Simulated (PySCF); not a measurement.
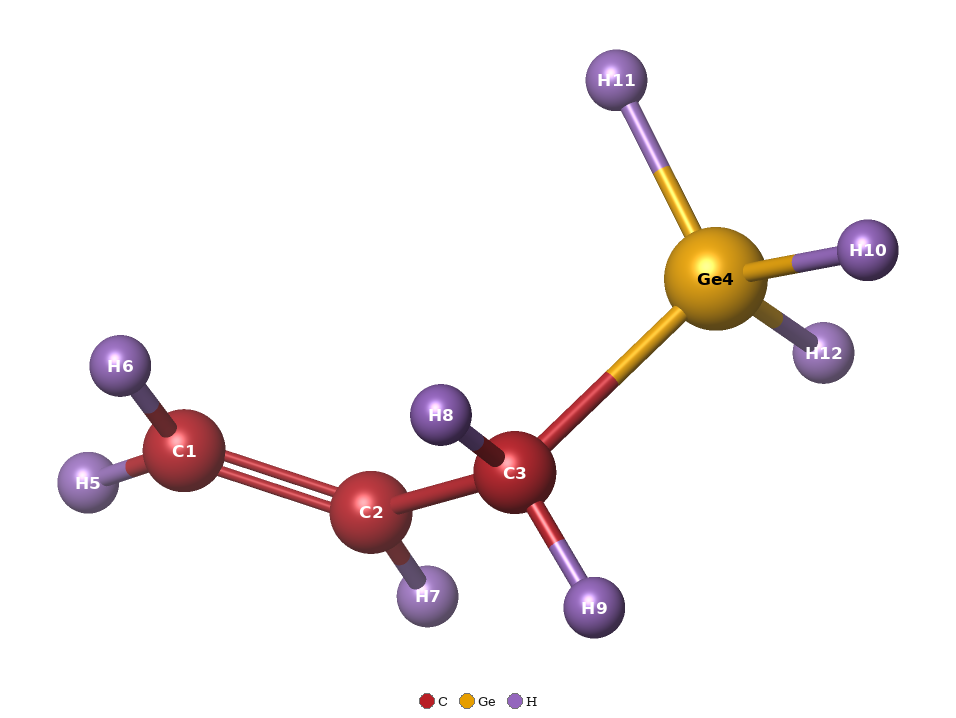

The geometry was computed by an optimisation with PBE0-D3(BJ)/def2-SVP. No frequency run is at hand to confirm it as a minimum. Properties computed with delta-SCF UKS SCAN, pcX-2 on the ionised atom, pcseg-1 elsewhere, spin-free X2C (PySCF 2.14.0).

Give the core-electron binding energies (to vacuum) of C1 1s, C2 1s, C3 1s.

| atom | level | binding energy (eV) |
| --- | --- | --- |
| C1 | 1s | 289.9 |
| C2 | 1s | 290.6 |
| C3 | 1s | 290.5 |
